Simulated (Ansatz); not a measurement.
# HF (hydrogen fluoride): levels of theory compared

Wanted: a comparison of 6 runs (HF/cc-pVDZ, PBE0/3-21G, UPBE/3-21G, revPBE/3-21G, UPBE0/cc-pVDZ, CCSD(T)/3-21G) of HF (hydrogen fluoride). 

The calculation is run with Ansatz 0.2.0.

57 further runs of the same task are left out: 1 that didn't finish, 56 set aside as unsound or not needed.

### 1 Starting point

HF: 2 atoms, total charge 0, spin state singlet. As SMILES, `F`. The H2–F1 distance was set to 1.840 Å, away from the relaxed value.

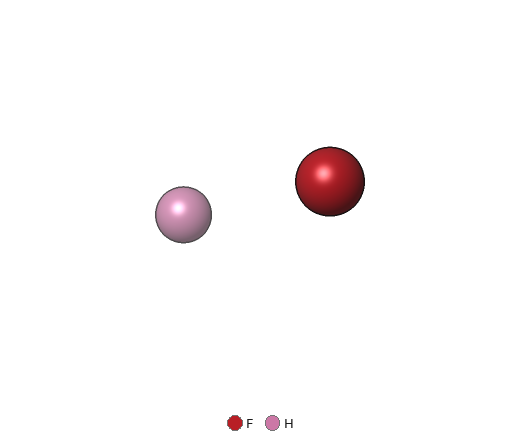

The structure, seen from a chosen angle (fluorine red, hydrogen pink).

### 2 A single-point energy at HF/cc-pVDZ (run 1)

Contents of run.yaml:

```yaml
basis:
  gaussian:
    orbitals: cc-pVDZ
crystal:
  periodic: [false, false, false]
  atoms:
    - {symbol: F, position_ang: [-1.169981, 0.433793, -0.589190]}
    - {symbol: H, position_ang: [0.390000, -0.144600, 0.196400]}
hamiltonian:
  xc: hf
accuracy: high
```

The run is started by

```sh
$ ansatz run run.yaml --threads 1 --pin off --max-ram 2610MiB --events-out events.jsonl --progress --plain --runs-dir runs
```

Log:

```text
Warning: RAYON_NUM_THREADS=1 ignored (pool sized by the plan → 1); use --threads N
Functional definition: HF
  name "HF"
  exchange = exact_x
  correlation = 0
297 factors; integrals over basis functions are off by at most 2.0e-9 eV
mean field evaluation 1: about -2711.7734 eV, gradient 3.6e1 eV
mean field evaluation 2: about -2711.7734 eV, gradient 3.6e1 eV
mean field evaluation 4: about -2715.3644 eV, gradient 5.5e0 eV
mean field evaluation 8: about -2715.4590 eV, gradient 2.1e-1 eV
mean field -2715.45918756 eV, -99.7912845387 hartree, gradient 7.2e-9 eV, S^2 0.000000; 0 other end points of the search recorded, 0 dependent functions left out
reference -2715.45918756 eV, -99.7912845387 hartree; 5, 5 occupied and 14, 14 virtual orbitals, 297 factors
Total energy: -2715.45918756 eV, -99.7912845387 hartree
```

It took 0.06 s on 1 thread of Arm Neoverse V2, shared host.

### 3 A single-point energy at PBE0/3-21G (run 2)

Contents of in.yaml:

```yaml
basis:
  gaussian:
    orbitals: 3-21G.json
crystal:
  periodic: [false, false, false]
  atoms:
    - {symbol: F, position_ang: [-1.169981, 0.433793, -0.589190]}
    - {symbol: H, position_ang: [0.390000, -0.144600, 0.196400]}
hamiltonian:
  xc: pbe0
accuracy: high
```

The basis set 3-21G is read from a file made from the Basis Set Exchange's data (not shown).

The run is started by

```sh
$ ansatz run in.yaml --threads 1 --pin off --max-ram 2610MiB --events-out events.jsonl --progress --plain --runs-dir runs
```

Log:

```text
Warning: RAYON_NUM_THREADS=1 ignored (pool sized by the plan → 1); use --threads N
Functional definition: PBE0
  name "PBE0"
  parameter a = 0.25
  parameter kappa = 0.804
  parameter beta = 0.06672455060314922
  exchange = (1 - a)*pbe_x(kappa = kappa, mu = beta*pi^2/3) + a*exact_x
  correlation = pbe_c(beta = beta)
147 factors; integrals over basis functions are off by at most 3.5e-9 eV
mean field evaluation 1: about -2705.3248 eV, gradient 4.2e1 eV
mean field evaluation 2: about -2688.7840 eV, gradient 9.0e1 eV
mean field evaluation 4: about -2710.1651 eV, gradient 9.5e0 eV
mean field evaluation 8: about -2710.3828 eV, gradient 3.0e-1 eV
mean field evaluation 16: about -2710.3830 eV, gradient 3.0e-7 eV
mean field -2710.38299433 eV, -99.6047378781 hartree, gradient 3.6e-8 eV, S^2 0.000000; 0 other end points of the search recorded, 0 dependent functions left out
reference -2710.38299499 eV, -99.6047379023 hartree; 5, 5 occupied and 6, 6 virtual orbitals, 147 factors
Total energy: -2710.38299499 eV, -99.6047379023 hartree
```

Wall time 0.22 s (1 thread of Arm Neoverse V2, shared host).

Runs 3 to 5 aren't shown in full; the table further down has their settings and results.

### 4 The energy at CCSD(T)/3-21G (run 6)

Contents of run.yaml:

```yaml
crystal:
  periodic: [false, false, false]
  atoms:
    - {symbol: F, position_ang: [-1.169981, 0.433793, -0.589190]}
    - {symbol: H, position_ang: [0.390000, -0.144600, 0.196400]}
basis:
  gaussian:
    orbitals: 3-21G.json
accuracy: high
total_charge: 0
scf:
  omitted_lower_state_checks: [cluster_reference, increment]
correlation:
  method: ccsd_t
  frozen_orbitals: {F: 1, H: 0}
```

The basis set 3-21G is read from a file made from the Basis Set Exchange's data (not shown).

The run is started by

```sh
$ ansatz run run.yaml --threads 1 --pin off --max-ram 2610MiB --events-out events.jsonl --progress --plain --runs-dir runs
```

Log (excerpt; [...] marks lines left out):

```text
Warning: RAYON_NUM_THREADS=1 ignored (pool sized by the plan → 1); use --threads N
Functional definition: HF
  name "HF"
[...]
147 factors; integrals over basis functions are off by at most 3.5e-9 eV
[...]
mean field -2700.72428645 eV, -99.2497869104 hartree, gradient 2.0e-8 eV, S^2 0.000000; 1 other end points of the search recorded, 0 dependent functions left out; unrestricted orbitals would lower it
1 core orbitals not correlated: weight in the atoms' cores, before any rotation towards them, 1.000 or more for the frozen orbitals, at most 0.000 for the correlated occupied ones
reference -2700.72428645 eV, -99.2497869104 hartree; 4, 4 occupied and 6, 6 virtual orbitals, 147 factors
second order -4.69351475 eV of doubles, -0.00000000 eV of singles
cycle   1  -4.50554969 eV  change   -4.8e-1 eV  update   9.6e-2
[...]
cycle  18  -5.47502073 eV  change   4.4e-10 eV  update  3.3e-10
perturbative correction -0.17199657 eV, -0.0063207575 hartree
WARN: these amplitudes may be one of several solutions (largest doubles amplitude 0.45, level shift 5.36 eV)
Total energy: -2706.37130375 eV, -99.4573109685 hartree
Checks for a lower state left out: cluster_reference, increment
```

Wall time 0.1 s (1 thread of Arm Neoverse V2, shared host).

### 5 Overview of the runs

| run | level | frozen core orbitals | energy (Eh) | wall time |
| --- | --- | --- | --- | --- |
| 1 | HF/cc-pVDZ | – | -99.791285 | 0.06 s |
| 2 | PBE0/3-21G | – | -99.604738 | 0.22 s |
| 3 | UPBE/3-21G | – | -99.618855 | 0.86 s |
| 4 | revPBE/3-21G | – | -99.682870 | 0.22 s |
| 5 | UPBE0/cc-pVDZ | – | -100.169972 | 1.2 s |
| 6 | CCSD(T)/3-21G | 1 | -99.457311 | 0.1 s |

### 6 Outcome

```
                                         quantity         value
                              run 6: total energy  -99.45731 Eh
run 6: correlation energy (1 core orbital frozen)    -207.5 mEh
                            run 6: (T) correction     -6.32 mEh
                             run 6: T1 diagnostic         0.038
```

What this shows: Totals of different functionals can't be ranked against each other. In run 6 the T1 diagnostic is large, so a single reference may not serve. In run 6 the log says that unrestricted orbitals would lower the reference, so the values rest on an unstable closed-shell determinant (other closed-shell runs at this shape may share the fault). In runs 1, 2, 4, 6 a closed-shell determinant meets a far-stretched bond, which it describes badly. Spin contamination of the reference: run 5 ⟨S²⟩ = 0.55, run 3 ⟨S²⟩ = 0.30. All runs together took 2.7 s, the longest 1.2 s.
